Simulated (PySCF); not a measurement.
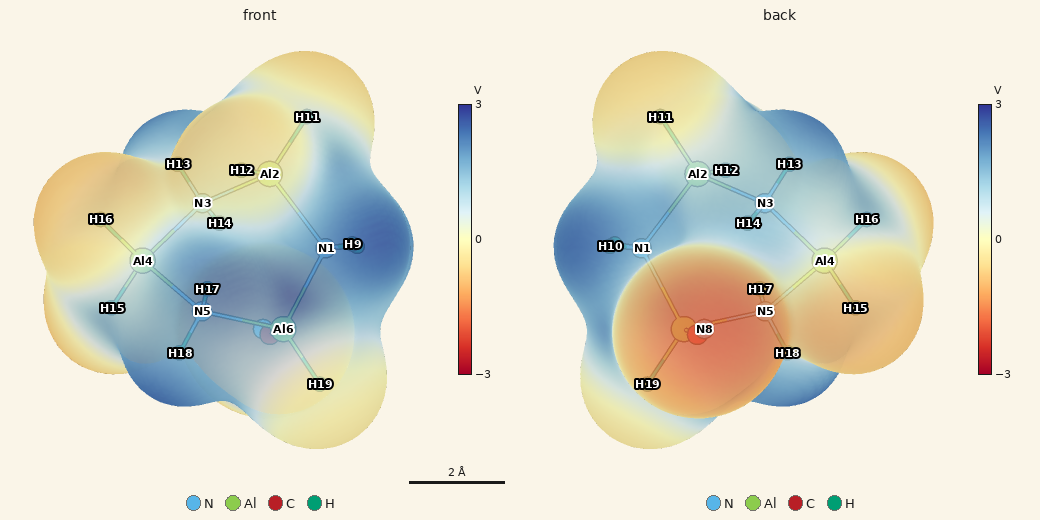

The picture shows: CH$_{11}$Al$_{3}$N$_{4}$ (SMILES N#[C][AlH-]1[NH2+][AlH2-][NH2+][AlH2-][NH2+]1). The molecular electrostatic potential painted on the density surface at 0.002 e/bohr³, seen from the front and from behind; red is negative and blue positive.

Geometry: PBE0-D3(BJ)/def2-SVP.

Computed with PBE0/pcSseg-1, SCF density, gas phase, non-relativistic (PySCF 2.14.0).

The calculation's input:

```
{"job": {"kind": "nmr", "xc": "PBE0", "basis": "pcSseg-1"}, "charge": 0, "multiplicity": 1}
N      0.352862     1.252677     1.376134
Al     1.692595    -0.124119     0.917854
N      0.575844    -1.544072     0.178501
Al    -0.049100    -1.198451    -1.646799
N     -0.446460     0.738912    -1.499234
Al    -1.167289     1.360239     0.180509
C     -2.238562    -0.131951     0.905440
N     -2.706067    -1.071475     1.406036
H      0.850668     2.145258     1.434321
H      0.000856     1.087337     2.323593
H      2.417820    -0.611825     2.251393
H      2.502689     0.536092    -0.295623
H      1.135933    -2.401224     0.160048
H     -0.223423    -1.765044     0.783335
H     -1.436043    -1.923459    -1.938073
H      1.208312    -1.373831    -2.614019
H      0.416342     1.246400    -1.721242
H     -1.092051     0.974592    -2.258214
H     -1.816104     2.802213     0.083844
```

Run with:

```sh
OMP_NUM_THREADS=1 python cluster_run.py task.json out
```

Q: Where is the surface potential most negative and most positive?

A: The most negative region (about −1.8 V) lies over N8, the most positive (about +2.5 V) over H9. N8 is the likeliest acceptor of a hydrogen bond.
